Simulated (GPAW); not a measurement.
# Screening of a field by NbSi2As4 monolayer

Aim: the dipole that a field along the normal induces in NbSi2As4 monolayer.

Program: GPAW 26.7.0. Level of theory: GPAW, PAW setups; layer in a repeated cell with vacuum, relaxation of atoms and in-plane cell, in the first sound run; inputs show where later runs differ. Results are calculated unless marked as measured.

### Step 1. The structure

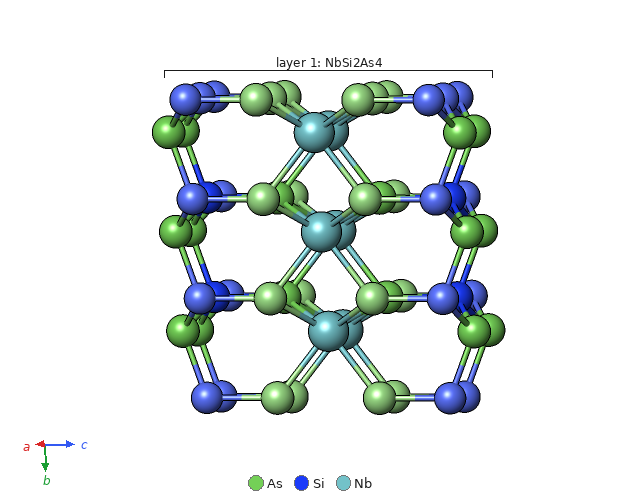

The starting structure, seen from the side, with the c axis across the page (arsenic green, silicon blue, niobium teal). 1×2×1 cells are drawn. Some periodic images of atoms are drawn too.

The cell holds 7 atoms: 4 As, 2 Si and 1 Nb. Cell: a = 3.630 Å, b = 3.630 Å, c = 25.214 Å, α = 90.0°, β = 90.0°, γ = 120.0°. Vacuum lies along c.

### Step 2. Relaxation

Forces are removed first; all later runs use this geometry.

The input, run.py:

```python
import json
import numpy as np
from ase import Atoms
from ase.filters import FrechetCellFilter
from ase.optimize import BFGS
from gpaw import GPAW, PW

slab = Atoms(
    ['As', 'Si', 'As', 'Nb', 'As', 'Si', 'As'],
    positions=[
        [0.00000, 0.00000, 8.00000],
        [-0.00000, 2.09578, 8.76197],
        [-0.00000, 2.09578, 10.99197],
        [0.00000, 0.00000, 12.60722],
        [-0.00000, 2.09578, 14.22246],
        [-0.00000, 2.09578, 16.45246],
        [0.00000, 0.00000, 17.21443]],
    cell=[[3.63, 0.0, 0.0], [-1.815, 3.14367, 0.0], [0.0, 0.0, 25.2144]],
    pbc=[True, True, True],
    magmoms=[0.0, 0.0, 0.0, 1.0, 0.0, 0.0, 0.0])

slab.calc = GPAW(mode=PW(600), xc='PBE', kpts={'size': (9, 9, 1), 'gamma': True},
                 occupations={'name': 'fermi-dirac', 'width': 0.05}, nbands='200%',
                 convergence={'density': 1e-05}, maxiter=200,
                 symmetry={'tolerance': 1e-3}, txt='slab.txt')
result = {}
# The in-plane cell is free; stress needs a cell that repeats along all three vectors
path = []
opt = BFGS(FrechetCellFilter(slab, mask=[1, 1, 0, 0, 0, 1]), maxstep=0.2)
opt.attach(lambda: path.append((slab.get_potential_energy(), slab.positions.tolist(), slab.get_forces().tolist())))
result['relaxed'] = bool(opt.run(fmax=0.02, steps=45))
result['path'] = path
result['cell'] = slab.cell.tolist()
print('in-plane lattice', slab.cell.cellpar().round(4)[[0, 1, 5]])
energy = slab.get_potential_energy()
fermi = slab.calc.get_fermi_level()
v = slab.calc.get_electrostatic_potential().mean((0, 1)) - fermi
n = slab.calc.get_pseudo_density().mean((0, 1))
L = slab.cell[2, 2]
z = np.arange(len(v)) * L / len(v)
low, high = slab.positions[:, 2].min(), slab.positions[:, 2].max()
below, above = np.interp([low - 5.8, high + 5.8], z, v)
slopes = [np.interp(x, z, np.gradient(v, z)) for x in (low - 5.8, high + 5.8)]
eps = np.array([[slab.calc.get_eigenvalues(k, s) for k in range(len(slab.calc.get_ibz_k_points()))]
                for s in range(slab.calc.get_number_of_spins())]) - fermi
top, bottom = eps[eps < 0].max(), eps[eps > 0].min()
dipole = slab.get_dipole_moment()[2]
print(f'energy {energy:.4f} eV, Fermi level {fermi:.4f} eV, dipole {dipole:.5f} e A')
print(f'potential 5.8 A off the faces, from the Fermi level: lower {below:.4f} eV, upper {above:.4f} eV')
print(f'slope of the potential there: lower {slopes[0]:.5f}, upper {slopes[1]:.5f} eV/A')
print(f'nearest levels on the mesh: {top:.4f} and {bottom:.4f} eV')
print('magnetic moment', round(slab.get_magnetic_moment(), 3))
result.update(energy=energy, fermi=fermi, dipole=dipole, below=below, above=above, slopes=slopes, edges=[top, bottom],
              z=z.tolist(), v=v.tolist(), n=n.tolist(), positions=slab.positions.tolist(),
              forces=slab.get_forces(apply_constraint=False).tolist(), moments=slab.get_magnetic_moments().tolist())
json.dump(result, open('result.json', 'w'))
```

Command:

```console
$ OMP_NUM_THREADS=1 OPENBLAS_NUM_THREADS=1 python run.py
```

The log of the run:

```text
Step          Energy          fmax
BFGS:    0      -39.399754        3.388013
BFGS:    1      -39.925993        2.837396
BFGS:    2      -40.797753        0.945854
BFGS:    3      -40.826613        0.603743
BFGS:    4      -40.862444        0.495650
BFGS:    5      -40.918390        0.567365
BFGS:    6      -40.953307        0.395317
BFGS:    7      -40.965533        0.176084
BFGS:    8      -40.968734        0.166749
BFGS:    9      -40.971090        0.171533
BFGS:   10      -40.973838        0.165420
BFGS:   11      -40.977429        0.197967
BFGS:   12      -40.981344        0.181578
BFGS:   13      -40.983877        0.124307
BFGS:   14      -40.984702        0.044163
BFGS:   15      -40.984839        0.006592
in-plane lattice [  3.6805   3.6805 120.    ]
energy -40.9713 eV, Fermi level 0.6261 eV, dipole 0.00053 e A
potential 5.8 A off the faces, from the Fermi level: lower 5.0015 eV, upper 5.0000 eV
slope of the potential there: lower 0.00037, upper 0.00045 eV/A
nearest levels on the mesh: -0.0273 and 0.0357 eV
magnetic moment 0.0
```

It took 58 min on 1 thread of Arm Neoverse V1, shared host; peak memory 0.76 GiB.

Numbers from this step:

* dipole along the normal: 5.29e-4 e·Å
* levels nearest the Fermi level on the mesh: -0.02726, 0.03569 eV from the Fermi level
* sum of the site moments: 0 μB

The electrostatic potential energy of an electron (without an applied field's), less the Fermi level, planar mean oscillates, so the rows of the table below give means over windows of 1.75 Å about each position, cut where the curve ends. Its maxima inside the range that stand out by 2 % of the span (Å: eV): 8.2: -9.40, 9.9: 2.23, 11.7: -5.05, 13.5: -5.05, 15.3: 2.22, 17.0: -9.40. Its minima: 7.6: -14.1, 8.7: -11.0, 11.1: -12.3, 12.6: -16.2, 14.1: -12.3, 16.5: -11.0, 17.6: -14.1.

Table of electrostatic potential energy of an electron (without an applied field's), less the Fermi level, planar mean by z; means over each step:

| z (Å) | electrostatic potential energy of an electron (without an applied field's), less the Fermi level, planar mean (eV) |
| --- | --- |
| 0.88 | 5.00 |
| 2.62 | 5.00 |
| 4.38 | 4.99 |
| 6.12 | 3.41 |
| 7.88 | -10.4 |
| 9.62 | -1.54 |
| 11.38 | -8.07 |
| 13.12 | -10.3 |
| 14.88 | -3.04 |
| 16.62 | -8.53 |
| 18.38 | -2.53 |
| 20.12 | 4.91 |
| 21.88 | 5.00 |
| 23.62 | 5.00 |

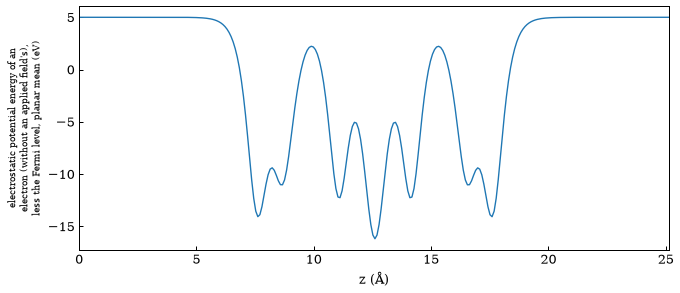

Electrostatic potential energy of an electron (without an applied field's), less the Fermi level, planar mean against z.

The pseudo valence density, planar mean oscillates, so the rows of the table below give means over windows of 1 Å about each position, cut where the curve ends. Its maxima inside the range that stand out by 2 % of the span (Å: e/Å³): 7.2: 0.256, 8.1: 0.384, 10.7: 0.244, 12.6: 1.04, 14.5: 0.244, 17.2: 0.384, 18.0: 0.256. Its minima: 7.5: 0.178, 9.8: 0.125, 11.0: 0.165, 14.2: 0.165, 15.4: 0.125, 17.7: 0.178.

The pseudo valence density, planar mean by z; means over each step:

| z (Å) | pseudo valence density, planar mean (e/Å³) |
| --- | --- |
| 3 | 6.0e-6 |
| 4 | 1.1e-4 |
| 5 | 0.00181 |
| 6 | 0.0292 |
| 7 | 0.189 |
| 8 | 0.305 |
| 9 | 0.190 |
| 10 | 0.153 |
| 11 | 0.232 |
| 12 | 0.541 |
| 13 | 0.676 |
| 14 | 0.258 |
| 15 | 0.175 |
| 16 | 0.164 |
| 17 | 0.315 |
| 18 | 0.209 |
| 19 | 0.0514 |
| 20 | 0.00332 |
| 21 | 1.9e-4 |
| 22 | 1.1e-5 |

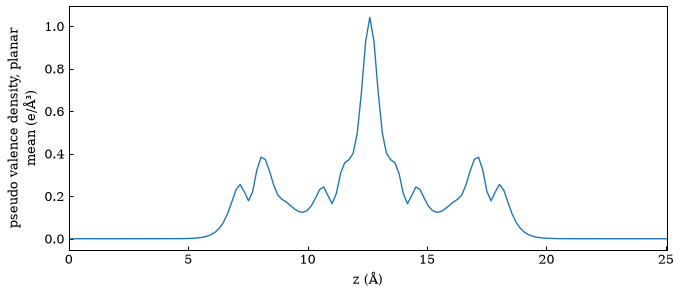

Pseudo valence density, planar mean against z.

The relaxation lowered the energy of the cell by 1.59 eV (energies extrapolated to zero smearing; the optimiser's log prints free energies). The largest force left on a free atom is 0.0066 eV/Å.

### Step 3. Plane waves, PBE

The work function is the vacuum plateau of the electrostatic potential less the Fermi level; a dipole layer lets the two faces have plateaus of their own.

This step: GPAW, PAW setups; slab in vacuum (GPAW 26.7.0).

The cell differs from the one that the last finished run ended in (c 25.214 → 26.034 Å).

run.py, as its differences from that of step 2:

```diff
@@ -3,4 +3,2 @@
 from ase import Atoms
-from ase.filters import FrechetCellFilter
-from ase.optimize import BFGS
 from gpaw import GPAW, PW
@@ -11,25 +9,18 @@
         [0.00000, 0.00000, 8.00000],
-        [-0.00000, 2.09578, 8.76197],
-        [-0.00000, 2.09578, 10.99197],
-        [0.00000, 0.00000, 12.60722],
-        [-0.00000, 2.09578, 14.22246],
-        [-0.00000, 2.09578, 16.45246],
-        [0.00000, 0.00000, 17.21443]],
-    cell=[[3.63, 0.0, 0.0], [-1.815, 3.14367, 0.0], [0.0, 0.0, 25.2144]],
-    pbc=[True, True, True],
+        [-0.00000, 2.12493, 9.09961],
+        [-0.00000, 2.12493, 11.47725],
+        [0.00000, 0.00000, 13.01694],
+        [-0.00000, 2.12493, 14.55662],
+        [-0.00000, 2.12493, 16.93426],
+        [0.00000, -0.00000, 18.03387]],
+    cell=[[3.6805, -0.0, 0.0], [-1.84025, 3.1874, 0.0], [0.0, 0.0, 26.0339]],
+    pbc=[True, True, False],
     magmoms=[0.0, 0.0, 0.0, 1.0, 0.0, 0.0, 0.0])
 
-slab.calc = GPAW(mode=PW(600), xc='PBE', kpts={'size': (9, 9, 1), 'gamma': True},
+slab.calc = GPAW(mode=PW(400), xc='PBE', kpts={'size': (9, 9, 1), 'gamma': True},
                  occupations={'name': 'fermi-dirac', 'width': 0.05}, nbands='200%',
                  convergence={'density': 1e-05}, maxiter=200,
+                 poissonsolver={'dipolelayer': 'xy'},
                  symmetry={'tolerance': 1e-3}, txt='slab.txt')
 result = {}
-# The in-plane cell is free; stress needs a cell that repeats along all three vectors
-path = []
-opt = BFGS(FrechetCellFilter(slab, mask=[1, 1, 0, 0, 0, 1]), maxstep=0.2)
-opt.attach(lambda: path.append((slab.get_potential_energy(), slab.positions.tolist(), slab.get_forces().tolist())))
-result['relaxed'] = bool(opt.run(fmax=0.02, steps=45))
-result['path'] = path
-result['cell'] = slab.cell.tolist()
-print('in-plane lattice', slab.cell.cellpar().round(4)[[0, 1, 5]])
 energy = slab.get_potential_energy()
```

The log of the run:

```text
energy -40.9541 eV, Fermi level 0.4491 eV, dipole -0.00075 e A
potential 5.8 A off the faces, from the Fermi level: lower 4.9960 eV, upper 5.0053 eV
slope of the potential there: lower -0.00006, upper 0.00006 eV/A
nearest levels on the mesh: -0.0272 and 0.0357 eV
magnetic moment 0.0
```

Wall time 4.2 min (1 thread); peak memory 0.35 GiB.

This step gave:

| Quantity | Value |
| --- | --- |
| dipole along the normal | -7.45e-4 e·Å |
| levels nearest the Fermi level on the mesh | -0.02719, 0.03572 eV from the Fermi level |
| upper work function | 5.005 eV |
| lower work function | 4.996 eV |

The electrostatic potential energy of an electron (without an applied field's), less the Fermi level, planar mean oscillates, so the rows of the table below give means over windows of 2.5 Å about each position, cut where the curve ends. Its maxima inside the range that stand out by 2 % of the span (Å: eV): 8.6: -9.40, 10.3: 2.23, 12.2: -5.02, 13.8: -5.02, 15.7: 2.23, 17.4: -9.40. Its minima: 8.0: -14.1, 9.1: -11.1, 11.5: -12.3, 13.0: -16.2, 14.6: -12.2, 17.0: -11.0, 18.0: -14.0.

Table of electrostatic potential energy of an electron (without an applied field's), less the Fermi level, planar mean by z; means over each step:

| z (Å) | electrostatic potential energy of an electron (without an applied field's), less the Fermi level, planar mean (eV) |
| --- | --- |
| 0.0 | 5.00 |
| 2.5 | 5.00 |
| 5.0 | 4.95 |
| 7.5 | -4.27 |
| 10.0 | -3.64 |
| 12.5 | -10.1 |
| 15.0 | -4.05 |
| 17.5 | -8.80 |
| 20.0 | 4.21 |
| 22.5 | 5.00 |
| 25.0 | 5.01 |

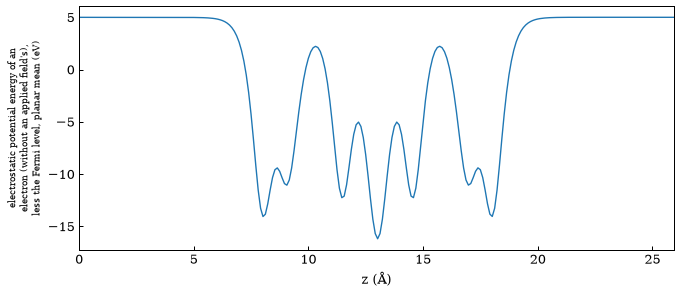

Electrostatic potential energy of an electron (without an applied field's), less the Fermi level, planar mean, plotted against z.

The pseudo valence density, planar mean oscillates, so the rows of the table below give means over windows of 2 Å about each position, cut where the curve ends. Its maxima inside the range that stand out by 2 % of the span (Å: e/Å³): 7.5: 0.249, 8.5: 0.387, 11.0: 0.246, 12.9: 0.999, 15.0: 0.246, 17.5: 0.387, 18.5: 0.249. Its minima: 7.9: 0.180, 10.2: 0.125, 11.5: 0.165, 14.6: 0.165, 15.8: 0.125, 18.1: 0.180.

The pseudo valence density, planar mean by z; means over each step:

| z (Å) | pseudo valence density, planar mean (e/Å³) |
| --- | --- |
| 4 | 7.1e-5 |
| 6 | 0.0202 |
| 8 | 0.254 |
| 10 | 0.170 |
| 12 | 0.420 |
| 14 | 0.433 |
| 16 | 0.170 |
| 18 | 0.257 |
| 20 | 0.0219 |
| 22 | 8.0e-5 |

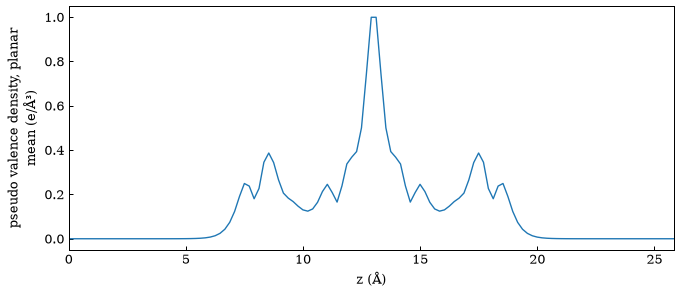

Pseudo valence density, planar mean against z.

The potential is flat to 6.4e-5 eV/Å where it is read, so the vacuum is wide enough.

### Step 4. Field on

A uniform field along the normal polarises the slab; the atoms stay fixed, so this is the electronic response alone.

run.py, as its differences from that of step 3:

```diff
@@ -4,2 +4,3 @@
 from gpaw import GPAW, PW
+from gpaw.external import ConstantElectricField
 
@@ -23,2 +24,3 @@
                  poissonsolver={'dipolelayer': 'xy'},
+                 external=ConstantElectricField(-0.2, [0, 0, 1]),
                  symmetry={'tolerance': 1e-3}, txt='slab.txt')
```

The log of the run:

```text
energy -40.9698 eV, Fermi level 0.4475 eV, dipole -0.15784 e A
potential 5.8 A off the faces, from the Fermi level: lower 3.7860 eV, upper 6.2218 eV
slope of the potential there: lower -0.00013, upper -0.00000 eV/A
nearest levels on the mesh: -0.0273 and 0.0358 eV
magnetic moment -0.0
```

Wall time 14 min (1 thread); peak memory 0.64 GiB.

Numbers from this step:

* dipole along the normal: -0.1578 e·Å
* levels nearest the Fermi level on the mesh: -0.02729, 0.03584 eV from the Fermi level
* potential below the slab, the applied field's own ramp left out: 3.786 eV from the Fermi level
* potential above the slab, the applied field's own ramp left out: 6.222 eV from the Fermi level

The electrostatic potential energy of an electron (without an applied field's), less the Fermi level, planar mean oscillates, so the rows of the table below give means over windows of 1.77 Å about each position, cut where the curve ends. Its maxima inside the range that stand out by 2 % of the span (Å: eV): 8.6: -10.2, 10.3: 1.70, 12.2: -5.18, 13.8: -4.86, 15.7: 2.75, 17.4: -8.56, 24.3: 6.22. Its minima: 8.0: -15.0, 9.1: -11.8, 11.5: -12.6, 13.0: -16.2, 14.6: -11.9, 17.0: -10.3, 18.0: -13.1.

The electrostatic potential energy of an electron (without an applied field's), less the Fermi level, planar mean by z; means over each step:

| z (Å) | electrostatic potential energy of an electron (without an applied field's), less the Fermi level, planar mean (eV) |
| --- | --- |
| 0.89 | 3.91 |
| 2.66 | 3.79 |
| 4.43 | 3.78 |
| 6.20 | 3.18 |
| 7.97 | -9.33 |
| 9.74 | -3.96 |
| 11.51 | -7.03 |
| 13.28 | -10.1 |
| 15.05 | -4.09 |
| 16.82 | -6.07 |
| 18.59 | -3.42 |
| 20.36 | 6.06 |
| 22.13 | 6.22 |
| 23.90 | 6.22 |
| 25.67 | 6.12 |

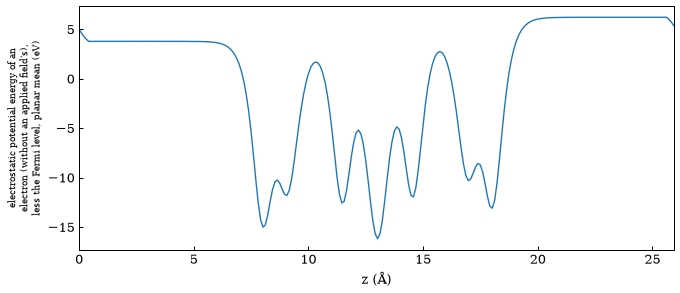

Electrostatic potential energy of an electron (without an applied field's), less the Fermi level, planar mean, plotted against z.

The dipole is now -0.158 e Å, against -7.5e-4 in the run without a field.

### Step 5. Field on

run.py, as its differences from that of step 4:

```diff
@@ -24,3 +24,3 @@
                  poissonsolver={'dipolelayer': 'xy'},
-                 external=ConstantElectricField(-0.2, [0, 0, 1]),
+                 external=ConstantElectricField(-0.1, [0, 0, 1]),
                  symmetry={'tolerance': 1e-3}, txt='slab.txt')
```

The log of the run:

```text
energy -40.9580 eV, Fermi level 0.4487 eV, dipole -0.07894 e A
potential 5.8 A off the faces, from the Fermi level: lower 4.3924 eV, upper 5.6105 eV
slope of the potential there: lower -0.00010, upper 0.00003 eV/A
nearest levels on the mesh: -0.0271 and 0.0356 eV
magnetic moment -0.001
```

It took 16 min on 1 thread; peak memory 0.64 GiB.

Numbers from this step:

* dipole along the normal: -0.07894 e·Å
* levels nearest the Fermi level on the mesh: -0.02713, 0.03560 eV from the Fermi level
* potential below the slab, the applied field's own ramp left out: 4.392 eV from the Fermi level
* potential above the slab, the applied field's own ramp left out: 5.611 eV from the Fermi level

The electrostatic potential energy of an electron (without an applied field's), less the Fermi level, planar mean oscillates, so the rows of the table below give means over windows of 2 Å about each position, cut where the curve ends. Its maxima inside the range that stand out by 2 % of the span (Å: eV): 8.6: -9.82, 10.3: 1.97, 12.2: -5.10, 13.8: -4.94, 15.7: 2.49, 17.4: -8.98. Its minima: 8.0: -14.5, 9.1: -11.4, 11.5: -12.4, 13.0: -16.2, 14.6: -12.1, 17.0: -10.7, 18.0: -13.6.

Electrostatic potential energy of an electron (without an applied field's), less the Fermi level, planar mean against z; means over each step:

| z (Å) | electrostatic potential energy of an electron (without an applied field's), less the Fermi level, planar mean (eV) |
| --- | --- |
| 0 | 4.51 |
| 2 | 4.39 |
| 4 | 4.39 |
| 6 | 3.95 |
| 8 | -8.59 |
| 10 | -2.68 |
| 12 | -9.43 |
| 14 | -9.44 |
| 16 | -1.98 |
| 18 | -7.86 |
| 20 | 5.10 |
| 22 | 5.61 |
| 24 | 5.61 |

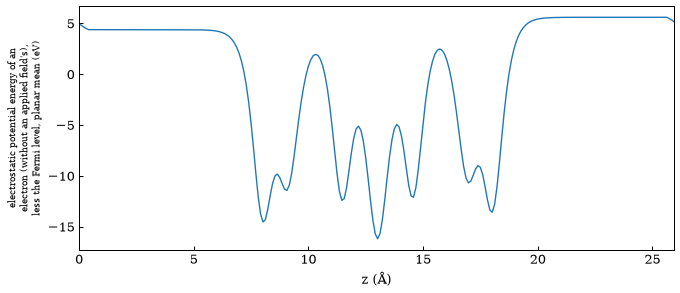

Electrostatic potential energy of an electron (without an applied field's), less the Fermi level, planar mean, plotted against z.

The dipole is now -0.0789 e Å, against -7.5e-4 in the run without a field.

### Step 6. In a field

run.py, as its differences from that of step 5:

```diff
@@ -24,3 +24,3 @@
                  poissonsolver={'dipolelayer': 'xy'},
-                 external=ConstantElectricField(-0.1, [0, 0, 1]),
+                 external=ConstantElectricField(-0.05, [0, 0, 1]),
                  symmetry={'tolerance': 1e-3}, txt='slab.txt')
```

The log of the run:

```text
energy -40.9550 eV, Fermi level 0.4490 eV, dipole -0.03946 e A
potential 5.8 A off the faces, from the Fermi level: lower 4.6964 eV, upper 5.3053 eV
slope of the potential there: lower -0.00008, upper 0.00005 eV/A
nearest levels on the mesh: -0.0271 and 0.0356 eV
magnetic moment 0.001
```

Elapsed: 17 min, on 1 thread; peak memory 0.64 GiB.

### Step 7. Field on

run.py, as its differences from that of step 6:

```diff
@@ -24,3 +24,3 @@
                  poissonsolver={'dipolelayer': 'xy'},
-                 external=ConstantElectricField(-0.05, [0, 0, 1]),
+                 external=ConstantElectricField(0.05, [0, 0, 1]),
                  symmetry={'tolerance': 1e-3}, txt='slab.txt')
```

The log of the run:

```text
energy -40.9550 eV, Fermi level 0.4491 eV, dipole 0.03946 e A
potential 5.8 A off the faces, from the Fermi level: lower 5.3052 eV, upper 4.6963 eV
slope of the potential there: lower -0.00005, upper 0.00008 eV/A
nearest levels on the mesh: -0.0272 and 0.0357 eV
magnetic moment 0.0
```

Run time: 18 min. Hardware: 1 thread; peak memory 0.64 GiB.

The electrostatic potential energy of an electron (without an applied field's), less the Fermi level, planar mean oscillates, so the rows of the table below give means over windows of 2.5 Å about each position, cut where the curve ends. Its maxima inside the range that stand out by 2 % of the span (Å: eV): 8.6: -9.19, 10.3: 2.36, 12.2: -4.98, 13.8: -5.06, 15.7: 2.10, 17.4: -9.61. Its minima: 8.0: -13.8, 9.1: -10.9, 11.5: -12.2, 13.0: -16.2, 14.6: -12.3, 17.0: -11.2, 18.0: -14.3.

Electrostatic potential energy of an electron (without an applied field's), less the Fermi level, planar mean against z; means over each step:

| z (Å) | electrostatic potential energy of an electron (without an applied field's), less the Fermi level, planar mean (eV) |
| --- | --- |
| 0.0 | 5.26 |
| 2.5 | 5.31 |
| 5.0 | 5.26 |
| 7.5 | -4.01 |
| 10.0 | -3.50 |
| 12.5 | -10.1 |
| 15.0 | -4.15 |
| 17.5 | -9.02 |
| 20.0 | 3.91 |
| 22.5 | 4.70 |
| 25.0 | 4.71 |

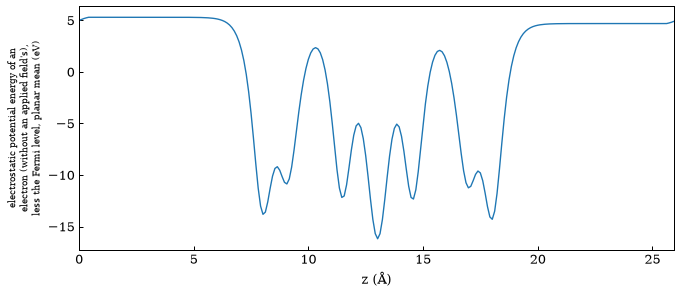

Electrostatic potential energy of an electron (without an applied field's), less the Fermi level, planar mean, plotted against z.

(Continued in part 2 of 2.)

[Logs are printed without paths, hosts, clocks, repeated set-up lines and the standing remarks that a program may print on its own settings, such as how far it seeks lower states.]

[Hosts, paths, dates, database ids (printed as entryN), source tags and the programs' standing remarks are cut or masked in the printed files.]
